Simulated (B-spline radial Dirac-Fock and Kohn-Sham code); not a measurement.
Atomic Er. Level of theory: a Dirac–Hartree–Slater potential; 1 + βP₂(cos θ) + (δ + γ cos²θ) sin θ cos φ with E1 and E1–E2 terms; calculated with a B-spline radial atomic code. Open shells are averaged over j.

Predict the main features of the following plot. Angular distribution of photoelectrons from N5 (4d5/2) in the plane of the polarisation E (up) and the photon direction k (right), relative to an isotropic one.

At 213 eV, β = 1.252, γ = −0.014 and δ = 0.002. At 400 eV, β = 0.073, γ = 0.109 and δ = 0.087. At 7.27 keV, β = 1.065, γ = 1.223 and δ = 0.156. At 7.27 keV the emission 45° forward of E is 2.5 times that 45° backward, and the lobe peaks 18° from E towards k.

The computed plot:

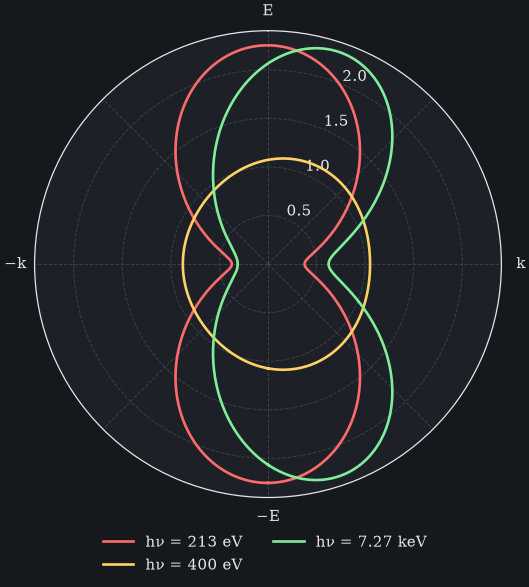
